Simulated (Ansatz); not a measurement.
# ScN (singlet): density functionals in def2-TZVPP

What do functionals of several rungs give for ScN (singlet)?

Method: def2-TZVPP, all electrons in the functionals, frozen cores in the correlation of double hybrids and RPA; program: Ansatz 0.2.0, Gaussian basis.

Plan: PBE, BLYP, r2SCAN, PBE0, B3LYP, CAM-B3LYP, wB97M-V, B2PLYP, RKS PBE0, RPA-PBE.

3 further runs of the same task are left out: 1 for a known fault of the program, 2 that didn't finish.

### 1 What is computed

The geometry is a PBE0/def2-TZVP stationary point (not a proven minimum).

2 atoms, charge 0, spin multiplicity 1.

Atoms are counted from 1 here; the program's logs count them from 0.

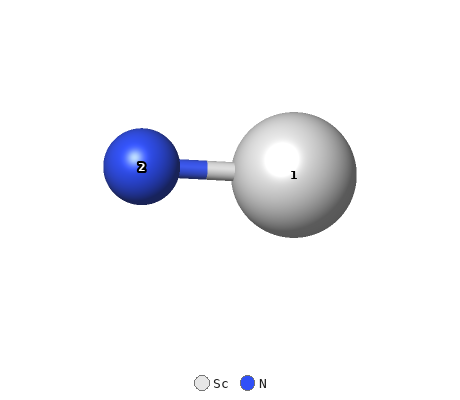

The geometry (scandium white, nitrogen blue); atoms are numbered from 1 in the order of the file.

No dispersion term is added; wB97M-V holds VV10 nonlocal correlation. B3LYP takes the VWN-RPA correlation.

### 2 PBE (unrestricted)

File in.yaml:

```yaml
crystal:
  periodic: [false, false, false]
  atoms:
    - {symbol: Sc, position_ang: [0.000000, 0.000000, 0.000000]}
    - {symbol: N, position_ang: [0.000000, 0.000000, 1.635800]}
basis:
  gaussian: {orbitals: def2-TZVPP}
magnetization: {spin_polarized: true, initial_magnetization: 0}
hamiltonian: {xc: {name: PBE}}
output: {orbitals: {seedname: orbitals}}
```

Run with:

```bash
$ ansatz run in.yaml --threads 1 --pin off --events-out ev --progress --plain --max-ram 2393MiB
```

Standard output:

```text
Functional definition: PBE
  name "PBE"
  cite "Perdew, Burke & Ernzerhof, Phys. Rev. Lett. 77, 3865 (1996) doi:10.1103/PhysRevLett.77.3865"
  parent pbe
  parameter kappa = 0.804
  parameter beta = 0.06672455060314922
  exchange = pbe_x(kappa = kappa, mu = beta*pi^2/3)
  correlation = pbe_c(beta = beta)
594 factors; their error is unknown
mean field evaluation 1: about -22158.0515 eV, gradient 7.4e1 eV
mean field evaluation 2: about -21895.8010 eV, gradient 1.3e2 eV
mean field evaluation 4: about -22169.4910 eV, gradient 5.2e1 eV
mean field evaluation 8: about -22178.9380 eV, gradient 1.5e1 eV
mean field evaluation 16: about -22180.0994 eV, gradient 7.9e-4 eV
mean field evaluation 32: about -22175.7950 eV, gradient 8.4e0 eV
mean field evaluation 64: about -22180.0994 eV, gradient 2.2e-2 eV
mean field evaluation 96: about -22179.9380 eV, gradient 5.2e0 eV
mean field -22180.09939970 eV, -815.1036187277 hartree, gradient 7.1e-6 eV, S^2 0.000000; 5 other end points of the search recorded, 0 dependent functions left out
reference -22180.09943290 eV, -815.1036199476 hartree; 14, 14 occupied and 81, 81 virtual orbitals, 594 factors
Total energy: -22180.09943290 eV, -815.1036199476 hartree
```

Wall time 31 s (1 thread of Intel Xeon at 2.50GHz, shared host).

From the report: ⟨S²⟩ of the determinant 0.000 (pure singlet: 0.00).

### 3 BLYP (unrestricted)

Changes to in.yaml since step 2:

```diff
@@ -8,3 +8,2 @@
 magnetization: {spin_polarized: true, initial_magnetization: 0}
-hamiltonian: {xc: {name: PBE}}
-output: {orbitals: {seedname: orbitals}}
+hamiltonian: {xc: {name: BLYP}}
```

Same command.

Standard output, shortened:

```text
Functional definition: BLYP
  name "BLYP"
  cite "Becke, Phys. Rev. A 38, 3098 (1988) doi:10.1103/PhysRevA.38.3098"
  cite "Lee, Yang & Parr, Phys. Rev. B 37, 785 (1988) doi:10.1103/PhysRevB.37.785"
[...]
594 factors; their error is unknown
[...]
mean field -22188.07072172 eV, -815.3965594088 hartree, gradient 2.9e-6 eV, S^2 0.000000; 5 other end points of the search recorded, 0 dependent functions left out
reference -22188.07095494 eV, -815.3965679795 hartree; 14, 14 occupied and 81, 81 virtual orbitals, 594 factors
Total energy: -22188.07095494 eV, -815.3965679795 hartree
```

Run time: 31 s. Hardware: 1 thread of Intel Xeon at 2.50GHz, shared host.

From the report: ⟨S²⟩ of the determinant 0.000 (pure singlet: 0.00).

### 4 r2SCAN (unrestricted)

Changes to in.yaml since step 3:

```diff
@@ -8,2 +8,3 @@
 magnetization: {spin_polarized: true, initial_magnetization: 0}
-hamiltonian: {xc: {name: BLYP}}
+hamiltonian: {xc: {name: r2SCAN}}
+output: {forces: true}
```

Launched as before.

Standard output, shortened:

```text
Functional definition: r2SCAN
  name "r2SCAN"
  cite "Furness, Kaplan, Ning, Perdew & Sun, J. Phys. Chem. Lett. 11, 8208 (2020) doi:10.1021/acs.jpclett.0c02405"
  cite "Furness, Kaplan, Ning, Perdew & Sun, J. Phys. Chem. Lett. 11, 9248 (2020) doi:10.1021/acs.jpclett.0c03077"
  parent r2scan
[...]
594 factors; their error is unknown
[...]
mean field -22185.73767281 eV, -815.3108214428 hartree, gradient 1.0e-5 eV, S^2 0.068976; 8 other end points of the search recorded, 0 dependent functions left out
[...]
reference -22185.73769509 eV, -815.3108222615 hartree; 14, 14 occupied and 81, 81 virtual orbitals, 594 factors
Total energy: -22185.73769509 eV, -815.3108222615 hartree
Atom 0 at     0.000000     0.000000     0.000000 Å, force    -0.000000    -0.000000    -0.852013 eV/Å
Atom 1 at     0.000000     0.000000     1.635800 Å, force     0.000000     0.000000     0.852013 eV/Å
Dipole moment:     0.000000    -0.000000    -1.368130 e Å
```

Run time: 63 s. Hardware: 1 thread of Intel Xeon at 2.50GHz, shared host.

From the report: ⟨S²⟩ of the determinant 0.069 (pure singlet: 0.00).

### 5 PBE0 (unrestricted)

Changes to in.yaml since step 4:

```diff
@@ -8,3 +8,3 @@
 magnetization: {spin_polarized: true, initial_magnetization: 0}
-hamiltonian: {xc: {name: r2SCAN}}
-output: {forces: true}
+hamiltonian: {xc: {name: PBE0}}
+output: {forces: true, orbitals: {seedname: orbitals}}
```

Same command.

Standard output, shortened:

```text
Functional definition: PBE0
  name "PBE0"
  cite "Adamo & Barone, J. Chem. Phys. 110, 6158 (1999) doi:10.1063/1.478522"
  cite "Perdew, Burke & Ernzerhof, Phys. Rev. Lett. 77, 3865 (1996) doi:10.1103/PhysRevLett.77.3865"
  parent pbe
[...]
697 factors; their error is unknown
[...]
mean field -22180.33794958 eV, -815.1123852738 hartree, gradient 8.9e-6 eV, S^2 0.000000; 1 other end points of the search recorded, 0 dependent functions left out
[...]
reference -22180.33797505 eV, -815.1123862100 hartree; 14, 14 occupied and 81, 81 virtual orbitals, 697 factors
Total energy: -22180.33797505 eV, -815.1123862100 hartree
Atom 0 at     0.000000     0.000000     0.000000 Å, force    -0.000000     0.000000     0.024177 eV/Å
Atom 1 at     0.000000     0.000000     1.635800 Å, force     0.000000    -0.000000    -0.024177 eV/Å
Dipole moment:     0.000000    -0.000000    -1.533713 e Å
```

Wall time 16 s (1 thread of Intel Xeon at 2.50GHz, shared host).

From the report: ⟨S²⟩ of the determinant 0.000 (pure singlet: 0.00).

### 6 B3LYP (unrestricted)

Changes to in.yaml since step 5:

```diff
@@ -8,3 +8,2 @@
 magnetization: {spin_polarized: true, initial_magnetization: 0}
-hamiltonian: {xc: {name: PBE0}}
-output: {forces: true, orbitals: {seedname: orbitals}}
+hamiltonian: {xc: {name: B3LYP}}
```

Launched as before.

Standard output, shortened:

```text
Functional definition: B3LYP
  name "B3LYP"
  cite "Stephens, Devlin, Chabalowski & Frisch, J. Phys. Chem. 98, 11623 (1994) doi:10.1021/j100096a001"
  cite "Becke, Phys. Rev. A 38, 3098 (1988) doi:10.1103/PhysRevA.38.3098"
  cite "Lee, Yang & Parr, Phys. Rev. B 37, 785 (1988) doi:10.1103/PhysRevB.37.785"
  cite "Vosko, Wilk & Nusair, Can. J. Phys. 58, 1200 (1980) doi:10.1139/p80-159"
[...]
697 factors; their error is unknown
[...]
mean field -22187.78979027 eV, -815.3862353684 hartree, gradient 7.6e-6 eV, S^2 0.000000; 3 other end points of the search recorded, 0 dependent functions left out
reference -22187.78996848 eV, -815.3862419174 hartree; 14, 14 occupied and 81, 81 virtual orbitals, 697 factors
Total energy: -22187.78996848 eV, -815.3862419174 hartree
```

Wall time 21 s (1 thread of Intel Xeon at 2.50GHz, shared host).

From the report: ⟨S²⟩ of the determinant 0.000 (pure singlet: 0.00).

### 7 CAM-B3LYP (unrestricted)

Changes to in.yaml since step 6:

```diff
@@ -8,2 +8,2 @@
 magnetization: {spin_polarized: true, initial_magnetization: 0}
-hamiltonian: {xc: {name: B3LYP}}
+hamiltonian: {xc: {name: CAM-B3LYP}}
```

Launched as before.

Standard output, shortened:

```text
Functional definition: CAM-B3LYP
  name "CAM-B3LYP"
  cite "Yanai, Tew & Handy, Chem. Phys. Lett. 393, 51 (2004) doi:10.1016/j.cplett.2004.06.011"
  cite "Iikura, Tsuneda, Yanai & Hirao, J. Chem. Phys. 115, 3540 (2001) doi:10.1063/1.1383587"
  cite "Becke, Phys. Rev. A 38, 3098 (1988) doi:10.1103/PhysRevA.38.3098"
  cite "Lee, Yang & Parr, Phys. Rev. B 37, 785 (1988) doi:10.1103/PhysRevB.37.785"
  cite "Vosko, Wilk & Nusair, Can. J. Phys. 58, 1200 (1980) doi:10.1139/p80-159"
[...]
  # Exact exchange under (alpha + beta erf(omega r))/r, Becke's under what is left of 1/r.
[...]
697 factors; their error is unknown
168 factors; integrals over basis functions are off by at most 5.7e-5 eV
[...]
mean field -22187.19900128 eV, -815.3645242733 hartree, gradient 2.0e-5 eV, S^2 0.000000; 3 other end points of the search recorded, 0 dependent functions left out
reference -22187.19908903 eV, -815.3645274983 hartree; 14, 14 occupied and 81, 81 virtual orbitals, 697 factors
Total energy: -22187.19908903 eV, -815.3645274983 hartree
```

Wall time 20 s (1 thread of Intel Xeon at 2.50GHz, shared host); peak memory 0.26 GiB.

From the report: ⟨S²⟩ of the determinant 0.000 (pure singlet: 0.00).

### 8 wB97M-V (unrestricted)

Changes to in.yaml since step 7:

```diff
@@ -8,2 +8,3 @@
 magnetization: {spin_polarized: true, initial_magnetization: 0}
-hamiltonian: {xc: {name: CAM-B3LYP}}
+hamiltonian: {xc: {name: wB97M-V}}
+output: {forces: true, orbitals: {seedname: orbitals}}
```

Launched as before.

Standard output, shortened:

```text
Functional definition: wB97M-V
  name "wB97M-V"
  cite "Mardirossian & Head-Gordon, J. Chem. Phys. 144, 214110 (2016) doi:10.1063/1.4952647"
  cite "Becke, J. Chem. Phys. 107, 8554 (1997) doi:10.1063/1.475007"
  cite "Vydrov & Van Voorhis, J. Chem. Phys. 133, 244103 (2010) doi:10.1063/1.3521275"
  # Of w^i u^j: cxij and so on, Table III.
[...]
  gx(w, u) = 1 - cx + cx01*u + cx10*w
  gss(w, u) = css00 + css04*u^4 + css10*w + css20*w^2 + css43*w^4*u^3
  gos(w, u) = cos00 + cos10*w + (cos20 + cos21*u)*w^2 + (cos60 + cos61*u)*w^6
[...]
      + integral(e_c_pw_mod_opposite_spin*gos(b97_w_opposite, b97_u_opposite)) + vv10(b, c)
646 factors; their error is unknown
140 factors; integrals over basis functions are off by at most 8.8e-5 eV
[...]
mean field -22185.47517026 eV, -815.3011746519 hartree, gradient 3.3e-5 eV, S^2 0.000000; 3 other end points of the search recorded, 0 dependent functions left out
[...]
reference -22185.47521076 eV, -815.3011761403 hartree; 14, 14 occupied and 81, 81 virtual orbitals, 646 factors
Total energy: -22185.47521076 eV, -815.3011761403 hartree
Atom 0 at     0.000000     0.000000     0.000000 Å, force    -0.000000    -0.000000     0.555683 eV/Å
Atom 1 at     0.000000     0.000000     1.635800 Å, force     0.000000     0.000000    -0.555683 eV/Å
Dipole moment:     0.000000    -0.000000    -1.684892 e Å
```

It took 35 s on 1 thread of Intel Xeon at 2.50GHz, shared host; peak memory 0.32 GiB.

From the report: ⟨S²⟩ of the determinant 0.000 (pure singlet: 0.00).

### 9 B2PLYP (unrestricted)

Changes to in.yaml since step 8:

```diff
@@ -8,3 +8,3 @@
 magnetization: {spin_polarized: true, initial_magnetization: 0}
-hamiltonian: {xc: {name: wB97M-V}}
-output: {forces: true, orbitals: {seedname: orbitals}}
+hamiltonian: {xc: {name: B2PLYP}}
+correlation: {electrons: outside_noble_gas}
```

Same command.

Standard output, shortened:

```text
Functional definition: B2PLYP
  name "B2PLYP"
  cite "Grimme, J. Chem. Phys. 124, 034108 (2006) doi:10.1063/1.2148954"
  cite "Becke, Phys. Rev. A 38, 3098 (1988) doi:10.1103/PhysRevA.38.3098"
  cite "Lee, Yang & Parr, Phys. Rev. B 37, 785 (1988) doi:10.1103/PhysRevB.37.785"
[...]
633 factors; integrals over basis functions are off by at most 1.0e-3 eV
[...]
mean field -22176.95819505 eV, -814.9881815859 hartree, gradient 2.2e-6 eV, S^2 0.965995; 14 other end points of the search recorded, 0 dependent functions left out
10 core orbitals not correlated: weight in the atoms' cores, before any rotation towards them, 0.973 or more for the frozen orbitals, at most 0.020 for the correlated occupied ones
reference -22176.95831304 eV, -814.9881859219 hartree; 4, 4 occupied and 81, 81 virtual orbitals, 633 factors
second order -9.08958403 eV of doubles, -0.00000000 eV of singles
Total energy: -22179.41250073 eV, -815.0783756559 hartree
```

It took 92 s on 1 thread of Intel Xeon at 2.50GHz, shared host; peak memory 0.25 GiB.

From the report: ⟨S²⟩ of the determinant 0.966 (pure singlet: 0.00). The determinant is far from a pure spin state, so its energy mixes those of several spin states (harmless only where they are near-degenerate, as at dissociation).

### 10 PBE0 (restricted)

File in.yaml:

```yaml
crystal:
  periodic: [false, false, false]
  atoms:
    - {symbol: Sc, position_ang: [0.000000, 0.000000, 0.000000]}
    - {symbol: N, position_ang: [0.000000, 0.000000, 1.635800]}
basis:
  gaussian: {orbitals: def2-TZVPP}
hamiltonian: {xc: {name: PBE0}}
```

The command is unchanged.

Standard output:

```text
Functional definition: PBE0
  name "PBE0"
  cite "Adamo & Barone, J. Chem. Phys. 110, 6158 (1999) doi:10.1063/1.478522"
  cite "Perdew, Burke & Ernzerhof, Phys. Rev. Lett. 77, 3865 (1996) doi:10.1103/PhysRevLett.77.3865"
  parent pbe
  parameter a = 0.25
  parameter kappa = 0.804
  parameter beta = 0.06672455060314922
  exchange = (1 - a)*pbe_x(kappa = kappa, mu = beta*pi^2/3) + a*exact_x
  correlation = pbe_c(beta = beta)
697 factors; their error is unknown
mean field evaluation 1: about -22158.9927 eV, gradient 1.0e2 eV
mean field evaluation 2: about -21962.9819 eV, gradient 2.1e2 eV
mean field evaluation 4: about -22177.9595 eV, gradient 3.4e1 eV
mean field evaluation 8: about -22180.2271 eV, gradient 4.5e-1 eV
mean field evaluation 16: about -22180.3379 eV, gradient 1.5e-4 eV
mean field -22180.33794962 eV, -815.1123852754 hartree, gradient 1.9e-5 eV, S^2 0.000000; 0 other end points of the search recorded, 0 dependent functions left out
reference -22180.33797509 eV, -815.1123862115 hartree; 14, 14 occupied and 81, 81 virtual orbitals, 697 factors
Total energy: -22180.33797509 eV, -815.1123862115 hartree
```

It took 4.2 s on 1 thread of Intel Xeon at 2.50GHz, shared host.

### 11 RPA-PBE

Changes to in.yaml since step 10:

```diff
@@ -7,2 +7,4 @@
   gaussian: {orbitals: def2-TZVPP}
-hamiltonian: {xc: {name: PBE0}}
+magnetization: {spin_polarized: true, initial_magnetization: 0}
+hamiltonian: {xc: {name: PBE}}
+correlation: {method: rpa, electrons: outside_noble_gas}
```

Same command.

Standard output, shortened:

```text
Functional definition: PBE
  name "PBE"
  cite "Perdew, Burke & Ernzerhof, Phys. Rev. Lett. 77, 3865 (1996) doi:10.1103/PhysRevLett.77.3865"
  parent pbe
[...]
633 factors; integrals over basis functions are off by at most 1.0e-3 eV
[...]
mean field -22180.09939163 eV, -815.1036184310 hartree, gradient 6.0e-6 eV, S^2 0.000000; 6 other end points of the search recorded, 0 dependent functions left out
10 core orbitals not correlated: weight in the atoms' cores, before any rotation towards them, 0.980 or more for the frozen orbitals, at most 0.014 for the correlated occupied ones
reference -22151.10337444 eV, -814.0380344537 hartree; 4, 4 occupied and 81, 81 virtual orbitals, 633 factors
Total energy: -22163.97219081 eV, -814.5109547325 hartree
```

Wall time 42 s (1 thread of Intel Xeon at 2.50GHz, shared host).

From the report: ⟨S²⟩ of the determinant 0.000 (pure singlet: 0.00).

### 12 Side by side

```csv
functional,energy (eV),⟨S²⟩,time
PBE,-22180.0994,0.000,31 s
BLYP,-22188.0710,0.000,31 s
r2SCAN,-22185.7377,0.069,63 s
PBE0,-22180.3380,0.000,16 s
B3LYP,-22187.7900,0.000,21 s
CAM-B3LYP,-22187.1991,0.000,20 s
wB97M-V,-22185.4752,0.000,35 s
B2PLYP,-22179.4125,0.966,92 s
RKS PBE0,-22180.3380,0.000,4.2 s
RPA-PBE,-22163.9722,0.000,42 s
```

Orbital levels of the runs that wrote orbitals: PBE HOMO -3.67, LUMO -2.81 eV; PBE0 HOMO -4.60, LUMO -2.15 eV; wB97M-V HOMO -6.66, LUMO -1.07 eV.

### 13 What came out

| quantity | value |
| --- | --- |
| spread of total energies | 24.1 eV |
| quickest, slowest | RKS PBE0 4.2 s, B2PLYP 92 s |

What this shows: Total energies of different functionals can't be ranked; only differences within one functional count.
